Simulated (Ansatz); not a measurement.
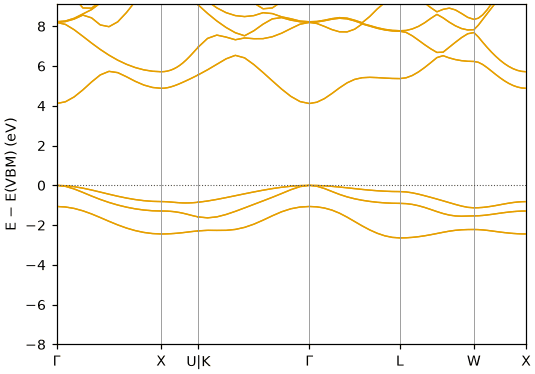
Band structure from r²SCAN with spin–orbit coupling (plane waves, PAW; program Ansatz)

**Question.** Read off the gap and where the band edges lie.

**Answer.** About 4.1 eV (4.12 eV by a search for the band edges); maximum at Γ, minimum at Γ.

The material is NaI (rock salt, Fm-3m).

Symmetry was held in the r²SCAN relaxation.

Potentials: the later of the program's two PAW sets.
